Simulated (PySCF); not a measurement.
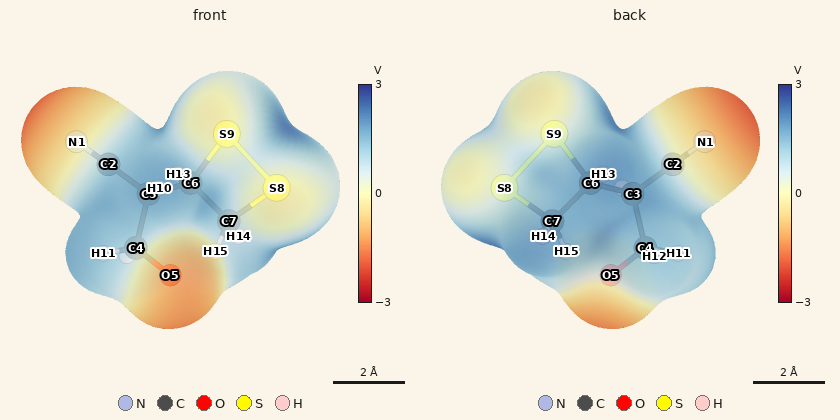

C₅H₆NOS₂ (doublet). The electrostatic potential painted on the density surface at 0.004 e/bohr³, seen from the front and from behind; red is negative and blue positive.

Geometry: GFN2-xTB.

Method: UKS B3LYP, pcH-1 on C H N O S, non-relativistic, mean-field spin-orbit, GIAO (PySCF 2.14.0, density-fitted response routines).

| atom | x (Å) | y (Å) | z (Å) |
| --- | --- | --- | --- |
| N | -0.7594 | 2.0411 | -2.4495 |
| C | -0.6334 | 1.4631 | -1.4711 |
| C | -0.4742 | 0.7011 | -0.2629 |
| C | -1.4684 | -0.5188 | -0.2238 |
| O | -1.4650 | -1.1064 | 0.9730 |
| C | 0.9594 | 0.1674 | -0.1334 |
| C | 1.0964 | -0.9375 | 0.9026 |
| S | 2.1458 | -0.1030 | 2.1018 |
| S | 2.0519 | 1.4107 | 0.6892 |
| H | -0.7146 | 1.3326 | 0.6003 |
| H | -2.4716 | -0.1027 | -0.4303 |
| H | -1.2189 | -1.2067 | -1.0567 |
| H | 1.3630 | -0.0906 | -1.1146 |
| H | 1.5369 | -1.8676 | 0.5515 |
| H | 0.0478 | -1.1747 | 1.3020 |

Q: Which sites attract a positive test charge, and which a negative one?

A: A positive charge is drawn to the negative regions and a negative charge to the positive ones. The most negative region (about −1.8 V) lies over N1, the most positive (about +2.3 V) over S8 and S9. N1 is the likeliest acceptor of a hydrogen bond.
